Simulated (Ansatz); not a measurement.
# H2S + CH2F radical: a complex and its separated parts, part 2 of 2

Ansatz 0.2.0, Gaussian basis. Earlier steps stand in the parts before.

## (13) CAM-B3LYP-D4/def2-TZVPP

The inputs:

parta/in.yaml

```yaml
crystal:
  periodic: [false, false, false]
  atoms:
    - {symbol: H, position_ang: [-1.148604, 0.708366, 0.044498]}
    - {symbol: S, position_ang: [-1.439613, 1.856747, -0.584645]}
    - {symbol: H, position_ang: [-0.223891, 1.919594, -1.147940]}
basis:
  gaussian: {orbitals: def2-TZVPP}
hamiltonian: {xc: {name: CAM-B3LYP}, dispersion: d4}
```

partb/in.yaml

```yaml
crystal:
  periodic: [false, false, false]
  atoms:
    - {symbol: C, position_ang: [0.565586, -1.097489, 0.466574]}
    - {symbol: F, position_ang: [1.424882, -0.449492, -0.316055]}
    - {symbol: H, position_ang: [0.081437, -1.949878, 0.008827]}
    - {symbol: H, position_ang: [0.740201, -0.987850, 1.528642]}
basis:
  gaussian: {orbitals: def2-TZVPP}
magnetization: {spin_polarized: true, initial_magnetization: 1}
hamiltonian: {xc: {name: CAM-B3LYP}, dispersion: d4}
```

One command serves all of them, each in its own folder.

Started as:

```
> ansatz run in.yaml --threads 4 --pin off --events-out ev --progress --plain --max-ram 9574MiB
```

Output in parta (excerpt; [...] marks lines left out):

```text
Functional definition: CAM-B3LYP
  name "CAM-B3LYP"
  cite "Yanai, Tew & Handy, Chem. Phys. Lett. 393, 51 (2004) doi:10.1016/j.cplett.2004.06.011"
  cite "Iikura, Tsuneda, Yanai & Hirao, J. Chem. Phys. 115, 3540 (2001) doi:10.1063/1.1383587"
  cite "Becke, Phys. Rev. A 38, 3098 (1988) doi:10.1103/PhysRevA.38.3098"
  cite "Lee, Yang & Parr, Phys. Rev. B 37, 785 (1988) doi:10.1103/PhysRevB.37.785"
[...]
  # Exact exchange under (alpha + beta erf(omega r))/r, Becke's under what is left of 1/r.
[...]
414 factors; their error is unknown
87 factors; integrals over basis functions are off by at most 9.9e-5 eV
[...]
mean field -10868.61808759 eV, -399.4143477051 hartree, gradient 1.9e-5 eV, S^2 0.000000; 0 other end points of the search recorded, 0 dependent functions left out
reference -10868.61816468 eV, -399.4143505379 hartree; 9, 9 occupied and 61, 61 virtual orbitals, 414 factors
Total energy: -10868.63011993 eV, -399.4147898853 hartree
```

Log of partb (excerpt; [...] marks lines left out):

```text
[... 6 set-up lines as earlier in the session ...]
[...]
  # Exact exchange under (alpha + beta erf(omega r))/r, Becke's under what is left of 1/r.
[...]
454 factors; their error is unknown
108 factors; integrals over basis functions are off by at most 1.5e-5 eV
[...]
mean field -3784.78931642 eV, -139.0884419561 hartree, gradient 2.6e-5 eV, S^2 0.753668; 0 other end points of the search recorded, 0 dependent functions left out
reference -3784.78939937 eV, -139.0884450044 hartree; 9, 8 occupied and 81, 82 virtual orbitals, 454 factors
Total energy: -3784.80584740 eV, -139.0890494583 hartree
```

Wall times: 0.15 s (parta), 0.25 s (partb) on 4 threads of AMD EPYC 9R45, shared host.

## (14) wB97X-V/def2-TZVPP

The same edit goes into each in.yaml of step 13 (parta, partb):

```diff
-hamiltonian: {xc: {name: CAM-B3LYP}, dispersion: d4}
+hamiltonian: {xc: {name: wB97X-V}}
```

One command serves all of them, each in its own folder.

Started as:

```
> ansatz run in.yaml --threads 4 --pin off --events-out ev --progress --plain --max-ram 9574MiB
```

Output in parta (excerpt; [...] marks lines left out):

```text
Functional definition: wB97X-V
  name "wB97X-V"
  cite "Mardirossian & Head-Gordon, Phys. Chem. Chem. Phys. 16, 9904 (2014) doi:10.1039/C3CP54374A"
[... 2 set-up lines as earlier in the session ...]
[...]
      + integral(e_c_pw_opposite_spin*poly(b97_u_opposite, cos0, cos1)) + vv10(b, c)
409 factors; their error is unknown
87 factors; integrals over basis functions are off by at most 4.4e-5 eV
[...]
mean field -10866.66389078 eV, -399.3425322968 hartree, gradient 7.8e-5 eV, S^2 0.000000; 0 other end points of the search recorded, 0 dependent functions left out
reference -10866.66388962 eV, -399.3425322540 hartree; 9, 9 occupied and 61, 61 virtual orbitals, 409 factors
Total energy: -10866.66388962 eV, -399.3425322540 hartree
```

Log of partb (excerpt; [...] marks lines left out):

```text
[... 5 set-up lines as earlier in the session ...]
[...]
      + integral(e_c_pw_opposite_spin*poly(b97_u_opposite, cos0, cos1)) + vv10(b, c)
454 factors; their error is unknown
108 factors; integrals over basis functions are off by at most 1.6e-5 eV
[...]
mean field -3784.64581835 eV, -139.0831684994 hartree, gradient 7.9e-5 eV, S^2 0.753186; 0 other end points of the search recorded, 0 dependent functions left out
reference -3784.64581778 eV, -139.0831684785 hartree; 9, 8 occupied and 81, 82 virtual orbitals, 454 factors
Total energy: -3784.64581778 eV, -139.0831684785 hartree
```

Times: 0.25 s (parta), 0.55 s (partb) on 4 threads of AMD EPYC 9R45, shared host.

## (15) wB97M-V/def2-TZVPP

Each input of step 14 (parta, partb) changes in the same lines:

```diff
-hamiltonian: {xc: {name: wB97X-V}}
+hamiltonian: {xc: {name: wB97M-V}}
```

The same command starts each run, in its folder.

Started as:

```
> ansatz run in.yaml --threads 4 --pin off --events-out ev --progress --plain --max-ram 9574MiB
```

parta printed (excerpt; [...] marks lines left out):

```text
Functional definition: wB97M-V
  name "wB97M-V"
  cite "Mardirossian & Head-Gordon, J. Chem. Phys. 144, 214110 (2016) doi:10.1063/1.4952647"
[... 2 set-up lines as earlier in the session ...]
  # Of w^i u^j: cxij and so on, Table III.
[...]
  gx(w, u) = 1 - cx + cx01*u + cx10*w
[...]
      + integral(e_c_pw_mod_opposite_spin*gos(b97_w_opposite, b97_u_opposite)) + vv10(b, c)
409 factors; their error is unknown
87 factors; integrals over basis functions are off by at most 4.4e-5 eV
[...]
mean field -10867.51056498 eV, -399.3736469999 hartree, gradient 7.8e-6 eV, S^2 0.000000; 0 other end points of the search recorded, 0 dependent functions left out
reference -10867.51059315 eV, -399.3736480352 hartree; 9, 9 occupied and 61, 61 virtual orbitals, 409 factors
Total energy: -10867.51059315 eV, -399.3736480352 hartree
```

Log of partb (excerpt; [...] marks lines left out):

```text
[... 5 set-up lines as earlier in the session ...]
  # Of w^i u^j: cxij and so on, Table III.
[...]
  gx(w, u) = 1 - cx + cx01*u + cx10*w
[...]
      + integral(e_c_pw_mod_opposite_spin*gos(b97_w_opposite, b97_u_opposite)) + vv10(b, c)
454 factors; their error is unknown
108 factors; integrals over basis functions are off by at most 1.6e-5 eV
[...]
mean field -3784.59655801 eV, -139.0813582152 hartree, gradient 5.1e-5 eV, S^2 0.752909; 0 other end points of the search recorded, 0 dependent functions left out
reference -3784.59658633 eV, -139.0813592559 hartree; 9, 8 occupied and 81, 82 virtual orbitals, 454 factors
Total energy: -3784.59658633 eV, -139.0813592559 hartree
```

They took 0.3 s (parta), 0.55 s (partb) on 4 threads of AMD EPYC 9R45, shared host.

## (16) B2PLYP/def2-TZVPP

Each input of step 15 (parta, partb) changes in the same lines:

```diff
-hamiltonian: {xc: {name: wB97M-V}}
+hamiltonian: {xc: {name: B2PLYP}}
```

Each run has its own folder and the same command.

Started as:

```
> ansatz run in.yaml --threads 4 --pin off --events-out ev --progress --plain --max-ram 9574MiB
```

Log of parta (excerpt; [...] marks lines left out):

```text
Functional definition: B2PLYP
  name "B2PLYP"
  cite "Grimme, J. Chem. Phys. 124, 034108 (2006) doi:10.1063/1.2148954"
[... 2 set-up lines as earlier in the session ...]
[...]
386 factors; integrals over basis functions are off by at most 1.1e-3 eV
[...]
mean field -10863.10107698 eV, -399.2116013045 hartree, gradient 4.5e-6 eV, S^2 0.000000; 0 other end points of the search recorded, 0 dependent functions left out
5 core orbitals not correlated: weight in the atoms' cores, before any rotation towards them, 1.000 or more for the frozen orbitals, at most 0.000 for the correlated occupied ones
reference -10863.10117687 eV, -399.2116049756 hartree; 4, 4 occupied and 61, 61 virtual orbitals, 386 factors
second order -6.35680030 eV of doubles, -0.00000000 eV of singles
Total energy: -10864.81751295 eV, -399.2746791632 hartree
```

Log of partb (excerpt; [...] marks lines left out):

```text
[... 5 set-up lines as earlier in the session ...]
[...]
556 factors; integrals over basis functions are off by at most 8.1e-4 eV
[...]
mean field -3780.03576529 eV, -138.9137521741 hartree, gradient 4.1e-6 eV, S^2 0.755999; 0 other end points of the search recorded, 0 dependent functions left out
2 core orbitals not correlated: weight in the atoms' cores, before any rotation towards them, 1.000 or more for the frozen orbitals, at most 0.000 for the correlated occupied ones
reference -3780.03587171 eV, -138.9137560849 hartree; 7, 6 occupied and 81, 82 virtual orbitals, 556 factors
second order -12.84672448 eV of doubles, -0.00000000 eV of singles
Total energy: -3783.50448732 eV, -139.0412253574 hartree
```

Wall times: 0.2 s (parta), 0.35 s (partb) on 4 threads of AMD EPYC 9R45, shared host.

## (17) PBE-QIDH/def2-TZVPP

Each input of step 16 (parta, partb) changes in the same lines:

```diff
-hamiltonian: {xc: {name: B2PLYP}}
+hamiltonian: {xc: {name: PBE-QIDH}}
```

The same command starts each run, in its folder.

Started as:

```
> ansatz run in.yaml --threads 4 --pin off --events-out ev --progress --plain --max-ram 9574MiB
```

Log of parta (excerpt; [...] marks lines left out):

```text
Functional definition: PBE-QIDH
  name "PBE-QIDH"
  cite "Brémond, Sancho-García, Pérez-Jiménez & Adamo, J. Chem. Phys. 141, 031101 (2014) doi:10.1063/1.4890314"
[... 1 set-up line as earlier in the session ...]
[...]
386 factors; integrals over basis functions are off by at most 1.1e-3 eV
[...]
mean field -10860.20503695 eV, -399.1051737964 hartree, gradient 1.1e-6 eV, S^2 0.000000; 0 other end points of the search recorded, 0 dependent functions left out
5 core orbitals not correlated: weight in the atoms' cores, before any rotation towards them, 1.000 or more for the frozen orbitals, at most 0.000 for the correlated occupied ones
reference -10860.20504373 eV, -399.1051740456 hartree; 4, 4 occupied and 61, 61 virtual orbitals, 386 factors
second order -5.89910511 eV of doubles, -0.00000000 eV of singles
Total energy: -10862.17141210 eV, -399.1774367504 hartree
```

Output in partb (excerpt; [...] marks lines left out):

```text
[... 4 set-up lines as earlier in the session ...]
[...]
556 factors; integrals over basis functions are off by at most 8.1e-4 eV
[...]
mean field -3777.50948070 eV, -138.8209129279 hartree, gradient 8.6e-6 eV, S^2 0.757512; 0 other end points of the search recorded, 0 dependent functions left out
2 core orbitals not correlated: weight in the atoms' cores, before any rotation towards them, 1.000 or more for the frozen orbitals, at most 0.000 for the correlated occupied ones
reference -3777.50948841 eV, -138.8209132113 hartree; 7, 6 occupied and 81, 82 virtual orbitals, 556 factors
second order -11.98106754 eV of doubles, -0.00000000 eV of singles
Total energy: -3781.50317759 eV, -138.9676785816 hartree
```

Times: 0.2 s (parta), 0.3 s (partb) on 4 threads of AMD EPYC 9R45, shared host.

## (18) RPA on PBE/def2-TZVPP

The same edit goes into each in.yaml of step 17 (parta, partb):

```diff
-hamiltonian: {xc: {name: PBE-QIDH}}
+hamiltonian: {xc: pbe}
+correlation: {method: rpa}
```

Each run has its own folder and the same command.

Started as:

```
> ansatz run in.yaml --threads 4 --pin off --events-out ev --progress --plain --max-ram 9574MiB
```

parta printed (excerpt; [...] marks lines left out):

```text
[... 4 set-up lines as earlier in the session ...]
[...]
386 factors; integrals over basis functions are off by at most 1.1e-3 eV
[...]
mean field -10863.54268276 eV, -399.2278300179 hartree, gradient 1.9e-6 eV, S^2 0.000000; 0 other end points of the search recorded, 0 dependent functions left out
5 core orbitals not correlated: weight in the atoms' cores, before any rotation towards them, 1.000 or more for the frozen orbitals, at most 0.000 for the correlated occupied ones
reference -10849.04798746 eV, -398.6951597904 hartree; 4, 4 occupied and 61, 61 virtual orbitals, 386 factors
Total energy: -10858.41208129 eV, -399.0392838913 hartree
```

partb printed (excerpt; [...] marks lines left out):

```text
[... 4 set-up lines as earlier in the session ...]
[...]
556 factors; integrals over basis functions are off by at most 8.1e-4 eV
[...]
mean field -3781.90209486 eV, -138.9823385208 hartree, gradient 5.7e-6 eV, S^2 0.753148; 0 other end points of the search recorded, 0 dependent functions left out
2 core orbitals not correlated: weight in the atoms' cores, before any rotation towards them, 1.000 or more for the frozen orbitals, at most 0.000 for the correlated occupied ones
reference -3767.27863076 eV, -138.4449361274 hartree; 7, 6 occupied and 81, 82 virtual orbitals, 556 factors
Total energy: -3784.69095019 eV, -139.0848270639 hartree
```

Wall times: 0.2 s (parta), 0.3 s (partb) on 4 threads of AMD EPYC 9R45, shared host.

## (19) CCSD(T)/def2-TZVPP

Edit parta/in.yaml of step 18 so:

```diff
@@ -8,3 +8,2 @@
   gaussian: {orbitals: def2-TZVPP}
-hamiltonian: {xc: pbe}
-correlation: {method: rpa}
+correlation: {method: ccsd_t}
```

Edit partb/in.yaml of step 18 so:

```diff
@@ -10,3 +10,3 @@
 magnetization: {spin_polarized: true, initial_magnetization: 1}
-hamiltonian: {xc: pbe}
-correlation: {method: rpa}
+correlation: {method: ccsd_t}
+scf: {omitted_lower_state_checks: [cluster_reference]}
```

One command serves all of them, each in its own folder.

Started as:

```
> ansatz run in.yaml --threads 4 --pin off --events-out ev --progress --plain --max-ram 9574MiB
```

Log of parta (excerpt; [...] marks lines left out):

```text
Functional definition: HF
  name "HF"
  cite "Fock, Z. Phys. 61, 126 (1930) doi:10.1007/BF01340294"
[... 1 set-up line as earlier in the session ...]
[...]
386 factors; integrals over basis functions are off by at most 1.1e-3 eV
[...]
mean field -10849.38780505 eV, -398.7076478564 hartree, gradient 1.3e-6 eV, S^2 0.000000; 0 other end points of the search recorded, 0 dependent functions left out
5 core orbitals not correlated: weight in the atoms' cores, before any rotation towards them, 1.000 or more for the frozen orbitals, at most 0.000 for the correlated occupied ones
reference -10849.38780505 eV, -398.7076478564 hartree; 4, 4 occupied and 61, 61 virtual orbitals, 386 factors
second order -5.20090149 eV of doubles, -0.00000000 eV of singles
cycle   1  -5.68437475 eV  change   -4.8e-1 eV  update   4.9e-2
[...]
cycle   8  -5.86288882 eV  change    2.6e-6 eV  update   5.9e-6
perturbative correction -0.21792659 eV, -0.0080086543 hartree
Total energy: -10855.46862045 eV, -398.9311137008 hartree
```

Output in partb (excerpt; [...] marks lines left out):

```text
[... 4 set-up lines as earlier in the session ...]
[...]
556 factors; integrals over basis functions are off by at most 8.1e-4 eV
[...]
mean field -3767.93023182 eV, -138.4688820246 hartree, gradient 2.6e-6 eV, S^2 0.761447; 0 other end points of the search recorded, 0 dependent functions left out
[...]
reference -3767.93023182 eV, -138.4688820246 hartree; 7, 6 occupied and 81, 82 virtual orbitals, 556 factors
second order -10.76351176 eV of doubles, -0.00000000 eV of singles
cycle   1  -10.90552761 eV  change   -1.4e-1 eV  update   6.7e-2
[...]
cycle  10  -11.21216798 eV  change    1.4e-5 eV  update   1.0e-5
perturbative correction -0.33002535 eV, -0.0121282079 hartree
Total energy: -3779.47242515 eV, -138.8930498059 hartree
Checks for a lower state left out: cluster_reference
```

They took 0.2 s (parta), 0.9 s (partb) on 4 threads of AMD EPYC 9R45, shared host; peak memory 0.42 GiB.

## (20) Vibrations of H2S

The input, vib-parta/in.yaml:

```yaml
crystal:
  periodic: [false, false, false]
  atoms:
    - {symbol: H, position_ang: [-1.148604, 0.708366, 0.044498]}
    - {symbol: S, position_ang: [-1.439613, 1.856747, -0.584645]}
    - {symbol: H, position_ang: [-0.223891, 1.919594, -1.147940]}
basis:
  gaussian: {orbitals: def2-TZVP}
hamiltonian: {xc: pbe0, dispersion: d4}
phonons: {temperatures: {t_min: 298.15, t_max: 900, t_step: 200}}
```

Started as:

```
> ansatz run in.yaml --threads 4 --pin off --events-out ev --progress --plain --max-ram 9574MiB
```

The program printed (excerpt; [...] marks lines left out):

```text
[... 5 set-up lines as earlier in the session ...]
[...]
359 factors; their error is unknown
[...]
mean field -10864.45046317 eV, -399.2611903324 hartree, gradient 4.8e-5 eV, S^2 0.000000; 0 other end points of the search recorded, 0 dependent functions left out
[...]
Total energy: -10864.46265918 eV, -399.2616385274 hartree
Atom 0 at    -1.148604     0.708366     0.044498 Å, force     0.000058     0.000398    -0.000286 eV/Å
Atom 1 at    -1.439613     1.856747    -0.584645 Å, force    -0.000184    -0.000254     0.000246 eV/Å
Atom 2 at    -0.223891     1.919594    -1.147940 Å, force     0.000126    -0.000143     0.000040 eV/Å
Dipole moment:     0.196248    -0.141386     0.008575 e Å
Vibrations: 1209.05 2724.30 2739.63 cm⁻¹, zero-point energy 0.413672 eV
```

Run time: 0.75 s. Hardware: 4 threads of AMD EPYC 9R45, shared host.

Wavenumbers and character of the modes:

| mode | wavenumber (cm⁻¹) | character |
| --- | --- | --- |
| 1 | 1209 | bend |
| 2 | 2724 | S–H stretch |
| 3 | 2740 | S–H stretch |

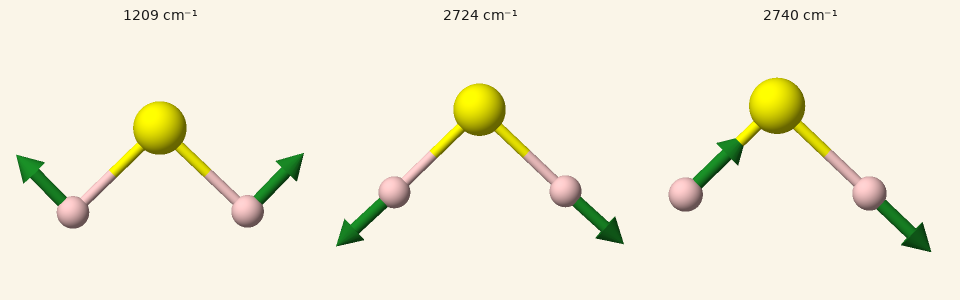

How the atoms move in 3 of the modes.

Vibrational sums (real modes only):

| T (K) | entropy (J/mol/K) | heat capacity (J/mol/K) |
| --- | --- | --- |
| 298 | 0.2 | 0.8 |
| 498 | 1.2 | 3.7 |
| 698 | 3.0 | 7.0 |
| 898 | 5.1 | 10.2 |

## (21) Vibrations of CH2F radical

The input, vib-partb/in.yaml:

```yaml
crystal:
  periodic: [false, false, false]
  atoms:
    - {symbol: C, position_ang: [0.565586, -1.097489, 0.466574]}
    - {symbol: F, position_ang: [1.424882, -0.449492, -0.316055]}
    - {symbol: H, position_ang: [0.081437, -1.949878, 0.008827]}
    - {symbol: H, position_ang: [0.740201, -0.987850, 1.528642]}
basis:
  gaussian: {orbitals: def2-TZVP}
magnetization: {spin_polarized: true, initial_magnetization: 1}
hamiltonian: {xc: pbe0, dispersion: d4}
phonons: {temperatures: {t_min: 298.15, t_max: 900, t_step: 200}}
```

Started as:

```
> ansatz run in.yaml --threads 4 --pin off --events-out ev --progress --plain --max-ram 9574MiB
```

The program printed (excerpt; [...] marks lines left out):

```text
[... 5 set-up lines as earlier in the session ...]
[...]
424 factors; their error is unknown
[...]
mean field -3782.02765431 eV, -138.9869527455 hartree, gradient 1.8e-5 eV, S^2 0.754357; 0 other end points of the search recorded, 0 dependent functions left out
[...]
Atom 1 at     1.424882    -0.449492    -0.316055 Å, force     0.000233     0.000141    -0.000190 eV/Å
Atom 2 at     0.081437    -1.949878     0.008827 Å, force    -0.000146    -0.000262    -0.000490 eV/Å
Atom 3 at     0.740201    -0.987850     1.528642 Å, force     0.000246     0.000312     0.000415 eV/Å
Dipole moment:    -0.112808    -0.182115     0.164173 e Å
Vibrations: 515.84 1174.31 1217.46 1469.86 3147.81 3304.49 cm⁻¹, zero-point energy 0.671360 eV
```

Run time: 2 s. Hardware: 4 threads of AMD EPYC 9R45, shared host.

Wavenumbers and character of the modes:

| mode | wavenumber (cm⁻¹) | character |
| --- | --- | --- |
| 1 | 516 | bend |
| 2 | 1174 | bend |
| 3 | 1217 | C–F stretch |
| 4 | 1470 | bend |
| 5 | 3148 | C–H stretch |
| 6 | 3304 | C–H stretch |

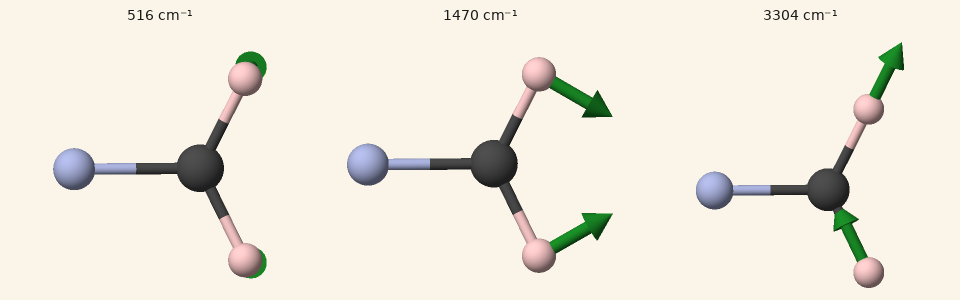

Displacements of 3 modes, as arrows.

Vibrational sums (real modes only):

| T (K) | entropy (J/mol/K) | heat capacity (J/mol/K) |
| --- | --- | --- |
| 298 | 3.0 | 7.2 |
| 498 | 8.8 | 16.0 |
| 698 | 15.3 | 22.9 |
| 898 | 21.8 | 28.1 |

## (22) Complex less separated parts

The complex's own energies come from single points at the same levels.

Rows are in def2-TZVPP; times add the 3 runs of a level on a shared host, so small differences are noise.

Differences are taken before rounding.

| method | rung | complex less parts (kJ/mol) | from CCSD(T) (kJ/mol) | time |
| --- | --- | --- | --- | --- |
| SPW92 | LDA | -15.3 | -10.7 | 0.65 s |
| PBE-D4 | GGA | -9.7 | -5.1 | 0.95 s |
| BLYP-D4 | GGA | -7.9 | -3.3 | 0.95 s |
| r2SCAN-D4 | meta-GGA | -7.5 | -2.9 | 1.6 s |
| B97M-V | meta-GGA | -7.6 | -3.1 | 2.8 s |
| PBE0-D4 | hybrid | -7.4 | -2.9 | 1.1 s |
| B3LYP-D4 | hybrid | -7.1 | -2.5 | 1.2 s |
| r2SCAN0-D4 | hybrid | -6.5 | -1.9 | 1.8 s |
| BHLYP-D4 | hybrid | -5.9 | -1.4 | 1.1 s |
| CAM-B3LYP-D4 | range-separated hybrid | -6.7 | -2.1 | 1.2 s |
| wB97X-V | range-separated hybrid | -6.1 | -1.6 | 2.6 s |
| wB97M-V | range-separated hybrid | -5.9 | -1.4 | 2.7 s |
| B2PLYP | double hybrid | -3.2 | +1.3 | 1.6 s |
| PBE-QIDH | double hybrid | -4.1 | +0.4 | 1.6 s |
| RPA on PBE | RPA | -1.7 | +2.8 | 1.5 s |
| Hartree-Fock | wavefunction | 3.3 | +7.8 |  |
| MP2 | wavefunction | -4.6 | -0.1 |  |
| CCSD | wavefunction | -3.3 | +1.2 |  |
| CCSD(T) | wavefunction | -4.5 | 0 | 18 s |

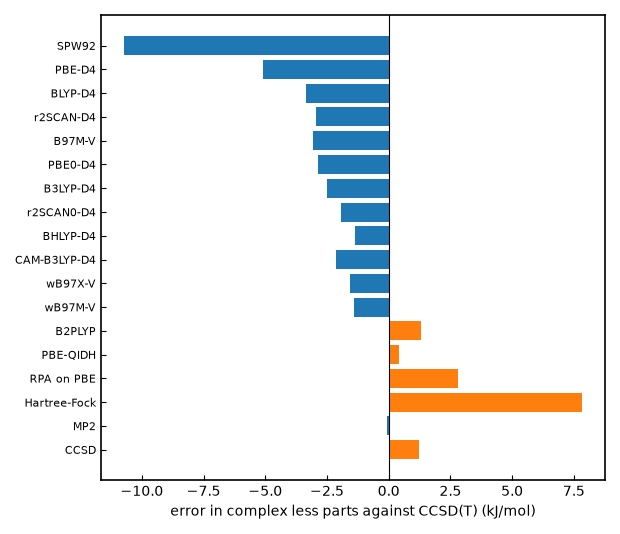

How far each level lands from CCSD(T).

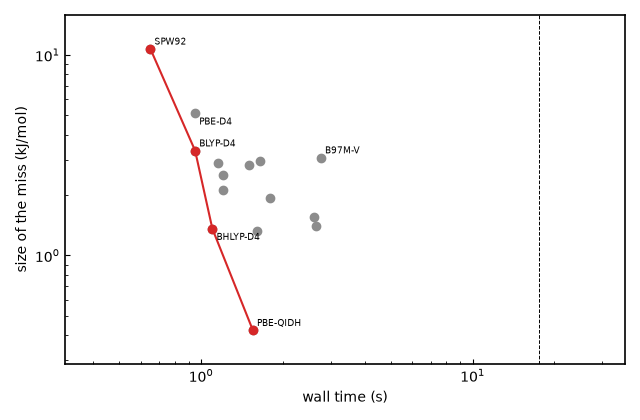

Accuracy for the time spent; red marks the levels that beat every quicker one drawn (of those quicker than the yardstick), and the dashed line is the time of CCSD(T). Only those levels and the largest misses are named. Times are from a shared host.

For cost: PBE-QIDH gets within 0.4 kJ/mol in 1.6 s, where CCSD(T) took 18 s; the quickest level in the cost chart, SPW92, takes 0.65 s and misses by 10.7 kJ/mol.

The complex's zero-point energy, from a separate PBE0-D4 run, is 1.124 eV.

## (23) Results

The summary covers parts 1 to 2.

```
                              quantity        value
complex less parts, CCSD(T)/def2-TZVPP  -4.5 kJ/mol
                with zero-point energy  -0.8 kJ/mol
                 largest T1 diagnostic        0.015
```

At CCSD(T) the complex lies 4.5 kJ/mol below its parts. PBE-QIDH is the best functional here (+0.4 kJ/mol from CCSD(T)); SPW92 is the worst (-10.7 kJ/mol). By rung, the mean size of the error is: LDA 10.7, GGA 4.2, meta-GGA 3.0, hybrid 2.2, range-separated hybrid 1.7, double hybrid 0.9 kJ/mol. The double hybrids carry no dispersion term here, unlike the levels marked D4 or V. PBE-D4 gives a relative energy 5.1 kJ/mol too low, an error of 112 % of the reference. No counterpoise was applied, and triple zeta lacks some correlation, so the CCSD(T) reference has a basis error of its own, and close matches with it are partly luck.
